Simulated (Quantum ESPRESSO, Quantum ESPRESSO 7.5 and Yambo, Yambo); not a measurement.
# Al2O3 (Corundum): G0W0 with Yambo, start to end

Aim: the G0W0 gap of Al2O3 (Corundum) on PBE, step by step.

Calculated with Quantum ESPRESSO 7.5 and Yambo 5.3.0; PBE and many-body steps on it, plane waves.

**What was measured.**

- Gap 8.7 eV: optical band gap of host from absorption; optical absorption, quoted from earlier work; bulk crystal (high-purity reference sample) (quoted in “Multi-petahertz electron interference in Cr:Al2O3 solid-state material”, 2018, pmc:5906618).

Report form: the programs' logs are mostly left out.

## Step 1: Set-up

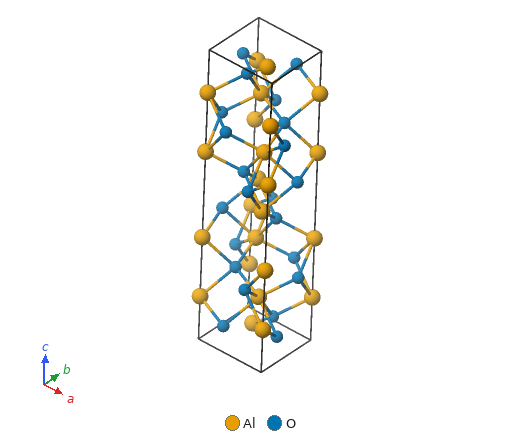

Start, viewed from a free direction; aluminium orange, oxygen blue. This picture shows the conventional cell, with its axes. Some periodic images of atoms are drawn too.

The cell and positions come from the Crystallography Open Database and are kept as given unless a step says otherwise.

## Step 2: Ground state

This step: Quantum ESPRESSO 7.5; DFT, PBE, plane waves, norm-conserving pseudopotentials.

The ground-state density comes first.

The input, pw.in:

```
&control
  calculation = 'scf'
  prefix = 'x'
  outdir = 'o'
  pseudo_dir = 'pseudo'
  tprnfor = .true.
  tstress = .true.
/
&system
  ibrav = 0
  nat = 10
  ntyp = 2
  ecutwfc = 72.0
  nbnd = 33
  force_symmorphic = .true.
/
&electrons
  conv_thr = 1e-10
  electron_maxstep = 80
  mixing_beta = 0.5
/
ATOMIC_SPECIES
  Al 26.982 Al.upf
  O 15.999 O.upf
CELL_PARAMETERS angstrom
  2.3802500000 1.3742379782 4.3318666667
  -2.3802500000 1.3742379782 4.3318666667
  -0.0000000000 -2.7484759565 4.3318666667
ATOMIC_POSITIONS crystal
  Al 0.3521600000 0.3521600000 0.3521600000
  Al 0.1478400000 0.1478400000 0.1478400000
  Al 0.6478400000 0.6478400000 0.6478400000
  Al 0.8521600000 0.8521600000 0.8521600000
  O 0.5566800000 0.9433200000 0.2500000000
  O 0.2500000000 0.5566800000 0.9433200000
  O 0.9433200000 0.2500000000 0.5566800000
  O 0.4433200000 0.0566800000 0.7500000000
  O 0.7500000000 0.4433200000 0.0566800000
  O 0.0566800000 0.7500000000 0.4433200000
K_POINTS automatic
  6 6 6 0 0 0
```

On the command line:

```bash
OMP_NUM_THREADS=1 mpirun -n 8 pw.x -nk 8 -in pw.in > pw.out
```

Run time: 32 s. Hardware: 8 MPI ranks of Arm Neoverse V2, shared host; peak memory 0.9 GiB.

Numbers from this step:

* total energy: -2969.2711 eV
* gap: 6.266 eV
* k of the valence top: 0, 0, 0
* k of the conduction bottom: 0, 0, 0
* least direct gap: 6.266 eV
* pressure: 4.8 GPa

The gap is direct, at Γ. The pressure of 5 GPa says that this functional would expand the cell; it is kept.

## Step 3: Bands along the symmetry lines

The cheap functional maps the bands first; the places of the edges decide which points the dearer methods must see.

The input, pw.in:

```
&control
  calculation = 'bands'
  prefix = 'x'
  outdir = 'o'
  pseudo_dir = 'pseudo'
/
&system
  ibrav = 0
  nat = 10
  ntyp = 2
  ecutwfc = 72.0
  nbnd = 30
  force_symmorphic = .true.
/
&electrons
  conv_thr = 1e-9
  electron_maxstep = 80
  diago_full_acc = .true.
  diago_thr_init = 5e-6
/
ATOMIC_SPECIES
  Al 26.982 Al.upf
  O 15.999 O.upf
CELL_PARAMETERS angstrom
  2.3802500000 1.3742379782 4.3318666667
  -2.3802500000 1.3742379782 4.3318666667
  -0.0000000000 -2.7484759565 4.3318666667
ATOMIC_POSITIONS crystal
  Al 0.3521600000 0.3521600000 0.3521600000
  Al 0.1478400000 0.1478400000 0.1478400000
  Al 0.6478400000 0.6478400000 0.6478400000
  Al 0.8521600000 0.8521600000 0.8521600000
  O 0.5566800000 0.9433200000 0.2500000000
  O 0.2500000000 0.5566800000 0.9433200000
  O 0.9433200000 0.2500000000 0.5566800000
  O 0.4433200000 0.0566800000 0.7500000000
  O 0.7500000000 0.4433200000 0.0566800000
  O 0.0566800000 0.7500000000 0.4433200000
K_POINTS crystal
  59
  0.00000000 0.00000000 0.00000000 1
  0.06250000 0.06250000 0.06250000 1
  0.12500000 0.12500000 0.12500000 1
  0.18750000 0.18750000 0.18750000 1
  0.25000000 0.25000000 0.25000000 1
  0.31250000 0.31250000 0.31250000 1
  0.37500000 0.37500000 0.37500000 1
  0.43750000 0.43750000 0.43750000 1
  0.50000000 0.50000000 0.50000000 1
  0.53327994 0.46672006 0.50000000 1
  0.56655988 0.43344012 0.50000000 1
  0.59983982 0.40016018 0.50000000 1
  0.63311976 0.36688024 0.50000000 1
  0.66639970 0.33360030 0.50000000 1
  0.69967964 0.30032036 0.50000000 1
  0.73295958 0.26704042 0.50000000 1
  0.76623952 0.23376048 0.50000000 1
  0.50000000 -0.23376048 0.23376048 1
  0.50000000 -0.20454042 0.20454042 1
  0.50000000 -0.17532036 0.17532036 1
  0.50000000 -0.14610030 0.14610030 1
  0.50000000 -0.11688024 0.11688024 1
  0.50000000 -0.08766018 0.08766018 1
  0.50000000 -0.05844012 0.05844012 1
  0.50000000 -0.02922006 0.02922006 1
  0.50000000 0.00000000 0.00000000 1
  0.43750000 0.00000000 0.00000000 1
  0.37500000 0.00000000 0.00000000 1
  0.31250000 0.00000000 0.00000000 1
  0.25000000 0.00000000 0.00000000 1
  0.18750000 0.00000000 0.00000000 1
  0.12500000 0.00000000 0.00000000 1
  0.06250000 0.00000000 0.00000000 1
  0.00000000 0.00000000 0.00000000 1
  0.04586003 -0.04586003 0.00000000 1
  0.09172006 -0.09172006 0.00000000 1
  0.13758009 -0.13758009 0.00000000 1
  0.18344012 -0.18344012 0.00000000 1
  0.22930015 -0.22930015 0.00000000 1
  0.27516018 -0.27516018 0.00000000 1
  0.32102021 -0.32102021 0.00000000 1
  0.36688024 -0.36688024 -0.00000000 1
  0.63311976 0.00000000 0.36688024 1
  0.61647979 0.00000000 0.38352021 1
  0.59983982 0.00000000 0.40016018 1
  0.58319985 0.00000000 0.41680015 1
  0.56655988 0.00000000 0.43344012 1
  0.54991991 0.00000000 0.45008009 1
  0.53327994 0.00000000 0.46672006 1
  0.51663997 0.00000000 0.48336003 1
  0.50000000 0.00000000 0.50000000 1
  0.43750000 0.00000000 0.43750000 1
  0.37500000 0.00000000 0.37500000 1
  0.31250000 0.00000000 0.31250000 1
  0.25000000 0.00000000 0.25000000 1
  0.18750000 0.00000000 0.18750000 1
  0.12500000 0.00000000 0.12500000 1
  0.06250000 0.00000000 0.06250000 1
  0.00000000 0.00000000 0.00000000 1
```

Wall time 14 s (8 MPI ranks); peak memory 0.66 GiB; 1.9 min of CPU time.

This step gave:

| Property | Result |
| --- | --- |
| gap | 6.266 eV |
| k of the valence top | 0, 0, 0 |
| k of the conduction bottom | 0, 0, 0 |
| least direct gap | 6.266 eV |

The gap is 6.266 eV, as in the run before at this level.

Electronic bands along the path, in eV, zero at the top of the highest filled band:

```
     point  band 21  band 22  band 23  band 24  band 25  band 26  band 27  band 28
         Γ    -0.49    -0.04    -0.04     0.00     6.27     9.19    10.78    11.56
         T    -0.38    -0.38    -0.38    -0.38     8.71     8.71    11.13    11.13
        H2    -0.84    -0.84    -0.50    -0.50     9.74     9.74    10.15    10.15
jump to H0    -0.84    -0.84    -0.50    -0.50     9.74     9.74    10.15    10.15
         L    -0.90    -0.90    -0.27    -0.27     9.49     9.49     9.68     9.68
         Γ    -0.49    -0.04    -0.04     0.00     6.27     9.19    10.78    11.56
        S0    -0.88    -0.84    -0.56    -0.28     9.54     9.57     9.78    10.26
jump to S2    -0.88    -0.84    -0.56    -0.28     9.54     9.57     9.78    10.26
         F    -1.02    -0.91    -0.74    -0.25     9.68     9.76     9.95    10.44
         Γ    -0.49    -0.04    -0.04     0.00     6.27     9.19    10.78    11.56
```

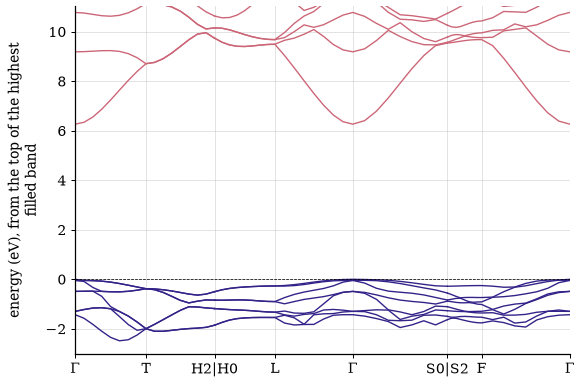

Electronic bands along the path; lines of filled and empty bands in two colours.

## Step 4: Empty states on the mesh, 4×4×4 mesh, 82 bands

The sums over transitions need many empty states on a uniform mesh; this step solves for them.

The input, pw.in:

```
&control
  calculation = 'nscf'
  prefix = 'x'
  outdir = 'o'
  pseudo_dir = 'pseudo'
/
&system
  ibrav = 0
  nat = 10
  ntyp = 2
  ecutwfc = 72.0
  nbnd = 82
  force_symmorphic = .true.
/
&electrons
  conv_thr = 1e-9
  electron_maxstep = 80
  diago_full_acc = .true.
  diago_thr_init = 5e-6
/
ATOMIC_SPECIES
  Al 26.982 Al.upf
  O 15.999 O.upf
CELL_PARAMETERS angstrom
  2.3802500000 1.3742379782 4.3318666667
  -2.3802500000 1.3742379782 4.3318666667
  -0.0000000000 -2.7484759565 4.3318666667
ATOMIC_POSITIONS crystal
  Al 0.3521600000 0.3521600000 0.3521600000
  Al 0.1478400000 0.1478400000 0.1478400000
  Al 0.6478400000 0.6478400000 0.6478400000
  Al 0.8521600000 0.8521600000 0.8521600000
  O 0.5566800000 0.9433200000 0.2500000000
  O 0.2500000000 0.5566800000 0.9433200000
  O 0.9433200000 0.2500000000 0.5566800000
  O 0.4433200000 0.0566800000 0.7500000000
  O 0.7500000000 0.4433200000 0.0566800000
  O 0.0566800000 0.7500000000 0.4433200000
K_POINTS automatic
  4 4 4 0 0 0
```

On the command line:

```bash
OMP_NUM_THREADS=1 mpirun -n 8 pw.x -nk 4 -in pw.in > pw.out
```

It took 12 s on 8 MPI ranks; peak memory 0.59 GiB.

This step gave:

- gap: 6.266 eV
- k of the valence top: 0, 0, 0
- k of the conduction bottom: 0, 0, 0
- least direct gap: 6.266 eV
- k points computed: 14
- lowest point of the top converged band, above the valence top: 38.34 eV

On this mesh the gap is 6.266 eV.

## Step 5: Conversion and set-up

This step: Yambo 5.3.0; conversion and set-up on PBE, plane waves, norm-conserving pseudopotentials.

The states are converted to the many-body program's format and the q mesh is built.

On the command line:

```bash
(cd o/x.save; p2y > p2y.log; mv SAVE ../..); yambo > setup.log
```

Elapsed: 2.4 s, on 1 MPI rank; peak memory 0.25 GiB.

## Step 6: Screening and self-energy, 4×4×4 mesh, 82 bands, screening to 74.8 eV

G0W0 replaces the xc potential by the self-energy, built once from these orbitals. Only a window of levels is corrected, while the sums run over the empty bands that the input names.

This step: G0W0 on PBE, plane waves, norm-conserving pseudopotentials.

The input, gw1.in:

```
HF_and_locXC
gw0
dyson
ppa
em1d
rim_cut
RandQpts= 1000000
RandGvec= 1 RL
EXXRLvcs= 72 Ry
VXCRLvcs= 288 Ry
Chimod= "HARTREE"
% BndsRnXp
 1 | 82 |
%
NGsBlkXp= 5.5 Ry
% LongDrXp
 1 | 1 | 1 |
%
% GbndRnge
 1 | 82 |
%
DysSolver= "n"
ExtendOut
PPAPntXp= 27.21138 eV
% QPkrange
 1 | 1 | 23 | 26 |
%
```

On the command line:

```bash
OMP_NUM_THREADS=2 mpirun -n 4 yambo -F gw1.in -J gw1 -C gw1 > gw1.log
```

Run time: 67 s. Hardware: 4 MPI ranks; peak memory 3.2 GiB.

This step gave:

| Quantity | Value |
| --- | --- |
| G0W0 gap on the points computed | 8.380 eV |
| starting gap on the mesh | 6.266 eV |
| k of the valence top | 0, 0, 0 |
| k of the conduction bottom | 0, 0, 0 |
| least direct G0W0 gap on the computed points | 8.380 eV |
| Z at the valence top | 0.8218 |
| Z at the conduction bottom | 0.8593 |

The gap on the mesh goes from 6.27 eV to 8.38 eV, a correction of +2.11 eV.

Limits: finite bands, cutoff and mesh. v1 is the top filled band, c1 the lowest empty one. Levels before and after the correction, in eV, zero at the valence-band top of each column:

```
           conduction bottom  valence top
Kohn-Sham               6.27         0.00
     G0W0               8.38         0.00
```

```
           level  energy (eV)
Kohn-Sham   Γ v2       -0.045
Kohn-Sham   Γ v1        0.000
Kohn-Sham   Γ c1        6.266
Kohn-Sham   Γ c2        9.188
     G0W0   Γ v2       -0.102
     G0W0   Γ v1        0.000
     G0W0   Γ c1        8.380
     G0W0   Γ c2       11.422
```

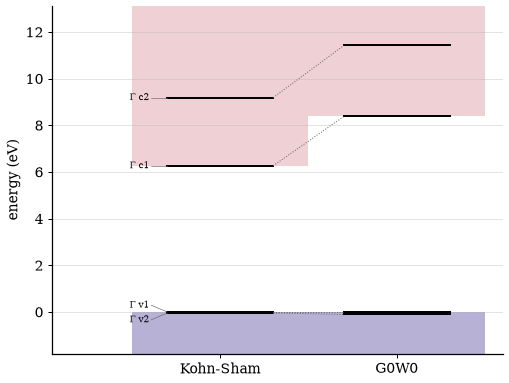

Levels before and after the correction. Shaded: valence and conduction bands.

## Step 7: Where the time went

Times are wall times on the hardware named with each run, good to a factor of about two.

```
                          step   time  share  memory (GiB)
                  ground state   32 s   25 %           0.9
bands along the symmetry lines   14 s   11 %          0.66
      empty states on the mesh   12 s   10 %          0.59
         conversion and set-up  2.4 s    2 %          0.25
     screening and self-energy   67 s   52 %           3.2
```

## Step 8: Outcome

```
PBE gap              : 6.27 eV, direct
G0W0 gap on the mesh : 8.38 eV
GW settings          : 4×4×4 mesh, 82 bands, screening to 74.8 eV, Godby-Needs plasmon pole
known limits         : not at the basis limit
```

In words: G0W0 moves the gap on the mesh from 6.27 eV to 8.38 eV (+2.11 eV), with Z of 0.82 and 0.86 at the edges. Only 1 of the mesh's irreducible points was corrected, so a valley elsewhere could overtake. The dearest step here is «screening and self-energy». Against experiment, by G0W0@PBE: the gap of 8.38 eV lies −0.32 eV from the measured 8.7 eV (optical, quoted 2018). An exciton line or allowed optical edge lies below the quasiparticle gap by the binding energy; a forbidden edge can push the onset above it. The calculation has static nuclei and no excitons; a measured gap holds zero-point and thermal motion, which mostly lowers it. Bands and cutoff are finite, so the gap is not at the basis limit. The miss can reach some tenths of an eV and take either sign; the mesh is an error of its own. In the G0W0 run levels were corrected at 1 k point alone, so a gap called «on the mesh» is the least over those, and an edge elsewhere would be missed.

[Paths, hosts, dates, memory and timing lines, banners, echoed tables and standing remarks are left out of the program output.]

[Logs are printed without paths, hosts, clocks, repeated set-up lines and the standing remarks that a program may print on its own settings, such as how far it seeks lower states.]

[Runs of the session that timed out or met a known fault of the program may be left out.]

[Hosts, paths, dates, database ids (printed as entryN), source tags and the programs' standing remarks are cut or masked in the printed files.]
